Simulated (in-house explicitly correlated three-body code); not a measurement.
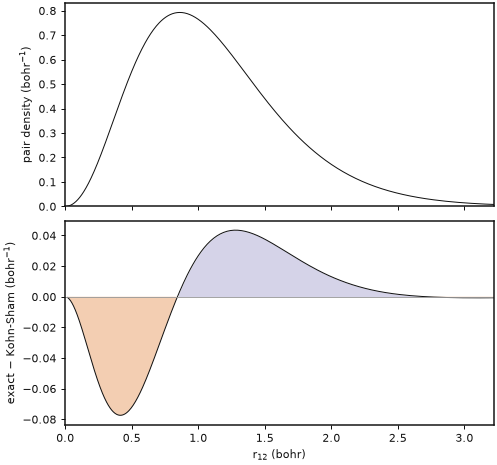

Two electrons around a point charge Z = 2.42. Computed variationally in 260 exponentially correlated functions with an in-house code, non-relativistic, converged to about 10⁻⁷ hartree. The plot shows the distribution of the distance r₁₂ between the electrons in the ground state (one pair, times 4πr₁₂²) and its difference from that of the Kohn-Sham determinant with the same density, the Coulomb hole.

Describe both curves.

The pair density peaks near r₁₂ = 0.86 bohr, and ⟨r₁₂⟩ = 1.117 bohr. Correlation takes weight from short distances: the hole is deepest (−0.077 bohr⁻¹) near 0.42 bohr and first changes sign near 0.84 bohr, moving 3.7 % of the pair outwards. The mean cosine of the angle between the electrons is −0.0537, and the density-functional correlation energy is −42.82 millihartree.
